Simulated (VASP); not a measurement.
Band structure of MgF₂ (space group P4_2/mnm). Level of theory: PBE GGA, VASP's PBE PAW potentials (set 64) (plane waves; VASP).

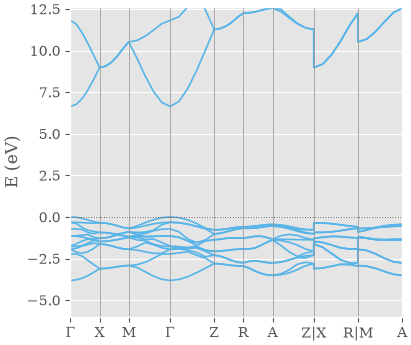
*Bands along high-symmetry lines, zero at the valence-band maximum or, without a gap, the Fermi level*

Task: Read the plot: is there a gap, and where are the band edges?

Result: The gap is direct, 6.64 eV, from the valence maximum at Γ to the conduction minimum at Γ.

The structure is a typed MgF2 crystal (P4_2/mnm). The cell was not relaxed at this level.
